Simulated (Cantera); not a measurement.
A closed system holds: 1 mol H2S, 1.2 mol H2, 6.2 mol N2, 0.012 mol SO2, at 1 atm.

Equilibrium computed with Cantera from the NASA thermochemical tables; the gas is ideal and each condensed phase is pure. Candidate condensed phases: H2O, H2SO4, S; 35 gas species. Equilibrium is a limit: real reactors are often held back by kinetics, nucleation or transport.

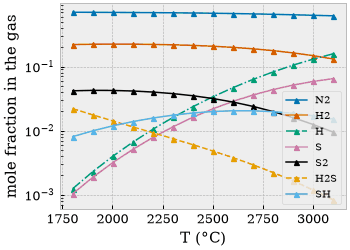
Figure. Equilibrium gas composition (values under 1e-9 drawn at 1e-9)

Question: Read off the mole fractions at 2602 °C.

Answer: N2 about 0.67, H2 about 0.20, H about 0.047, S about 0.029, S2 about 0.028, SH about 0.020, H2S about 0.0038.
